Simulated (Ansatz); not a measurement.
# Frequency calculation of CH3F2Si

- system: CH3F2Si, multiplicity 2, SMILES C[Si](F)F
- method: HF/6-31G*, UHF (Ansatz 0.2.0)

The geometry was optimised with HF/6-31G*. Figures and captions count atoms from 1; the log counts them from 0 in places.

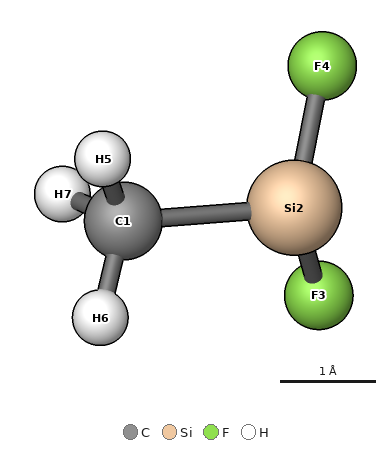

*The structure as given in the input (ball-and-stick view, seen at a tilt; atoms are numbered from 1 in the order of the input).*

Bond lengths as drawn: C–H 1.09 Å, C–Si 1.87 Å and F–Si 1.59 Å.

## The input
```yaml
crystal:
  periodic: [false, false, false]
  atoms:
    - {symbol: C, position_ang: [-0.278375, 0.730824, -0.216831]}
    - {symbol: Si, position_ang: [0.785304, -0.801425, -0.041189]}
    - {symbol: F, position_ang: [1.088617, -1.051662, 1.501579]}
    - {symbol: F, position_ang: [-0.039450, -2.068697, -0.539741]}
    - {symbol: H, position_ang: [-0.539967, 0.902545, -1.255749]}
    - {symbol: H, position_ang: [0.242242, 1.607357, 0.154531]}
    - {symbol: H, position_ang: [-1.197272, 0.613058, 0.351700]}
basis:
  gaussian: {orbitals: "6-31G*"}
magnetization: {spin_polarized: true, initial_magnetization: 1}
hamiltonian: {xc: hf}
phonons: {temperatures: {t_min: 298.15, t_max: 298.15, t_step: 1}}
```

Run as:
```bash
ansatz run input.yaml --threads 1 --pin off --max-ram 3480MiB --events-out events.jsonl --progress --plain --runs-dir runs
```

## What the program printed
```
Functional definition: HF
  name "HF"
  exchange = exact_x
  correlation = 0
713 factors; integrals over basis functions are off by at most 3.8e-4 eV
mean field evaluation 1: about -14351.2749 eV, gradient 2.5e1 eV
mean field evaluation 2: about -14351.3206 eV, gradient 2.5e1 eV
mean field evaluation 4: about -14354.0657 eV, gradient 2.3e0 eV
mean field evaluation 8: about -14354.1320 eV, gradient 3.4e-1 eV
mean field -14354.13456418 eV, -527.5047156517 hartree, gradient 1.7e-5 eV, S^2 0.753246; 0 other end points of the search recorded, 0 dependent functions left out
the calculation of the forces begins
reference -14354.13456418 eV, -527.5047156517 hartree; 21, 20 occupied and 49, 50 virtual orbitals, 713 factors
these checks for a lower state are left out or cut short: stability, starts, cluster_reference, orbital_swaps, neighbouring_geometries, increment
713 factors; integrals over basis functions are off by at most 3.8e-4 eV
mean field evaluation 16: about -14354.1343 eV, gradient 8.6e-2 eV
mean field -14354.13440462 eV, -527.5047097879 hartree, gradient 2.6e-6 eV, S^2 0.753228; 0 other end points of the search recorded, 0 dependent functions left out
[... from here on the field's lines of each further geometry are left out, up to the last ...]
the calculation of the forces begins
reference -14354.13452222 eV, -527.5047141098 hartree; 21, 20 occupied and 49, 50 virtual orbitals, 713 factors
these checks for a lower state are left out or cut short: stability, starts, cluster_reference, orbital_swaps, neighbouring_geometries, increment
713 factors; integrals over basis functions are off by at most 3.8e-4 eV
mean field -14354.13452169 eV, -527.5047140903 hartree, gradient 1.6e-6 eV, S^2 0.753244; 0 other end points of the search recorded, 0 dependent functions left out
the calculation of the forces begins
reference -14354.13452169 eV, -527.5047140903 hartree; 21, 20 occupied and 49, 50 virtual orbitals, 713 factors
Total energy: -14354.13456418 eV, -527.5047156517 hartree
Atom 0 at    -0.278375     0.730824    -0.216831 Å, force     0.000207    -0.000639     0.000202 eV/Å
Atom 1 at     0.785304    -0.801425    -0.041189 Å, force     0.000475    -0.000328    -0.000239 eV/Å
Atom 2 at     1.088617    -1.051662     1.501579 Å, force    -0.000180    -0.000260    -0.000201 eV/Å
Atom 3 at    -0.039450    -2.068697    -0.539741 Å, force     0.000036    -0.000039     0.000541 eV/Å
Atom 4 at    -0.539967     0.902545    -1.255749 Å, force    -0.000212     0.000494    -0.000620 eV/Å
Atom 5 at     0.242242     1.607357     0.154531 Å, force     0.000080     0.000783     0.000215 eV/Å
Atom 6 at    -1.197272     0.613058     0.351700 Å, force    -0.000407    -0.000011     0.000102 eV/Å
Dipole moment:     0.030332     0.409684    -0.220866 e Å
Vibrations: 132.93 221.88 293.87 354.22 705.70 855.82 864.09 944.88 1007.58 1446.37 1595.11 1598.72 3198.36 3273.94 3285.41 cm⁻¹, zero-point energy 1.226134 eV
```

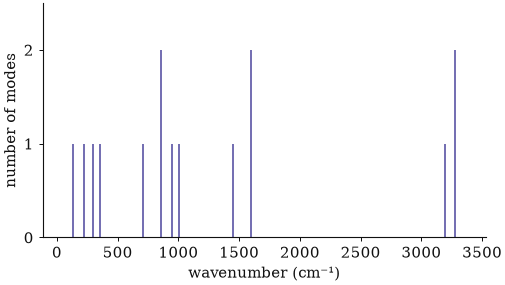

*Harmonic vibrational wavenumbers from the force constants; neighbouring modes closer than 14 cm⁻¹ are counted in one stick.*

15 modes from 133 to 3285 cm⁻¹, none imaginary.

## Summary

| quantity | value |
| --- | --- |
| outcome | converged |
| total energy | −527.504716 hartree |
| basis functions | 70 |
| largest force | 0.001 eV/Å |
| ⟨S²⟩ | 0.753 |
| zero-point energy | 0.045060 hartree |
| dipole moment | 2.24 D |
| wavenumbers, lowest and highest | 133 and 3285 cm⁻¹ |
| hardware | 1 thread of Arm Neoverse V2, 112 GiB of memory available, shared host |
| wall time | 35 s |
| peak memory | 0.14 GiB |
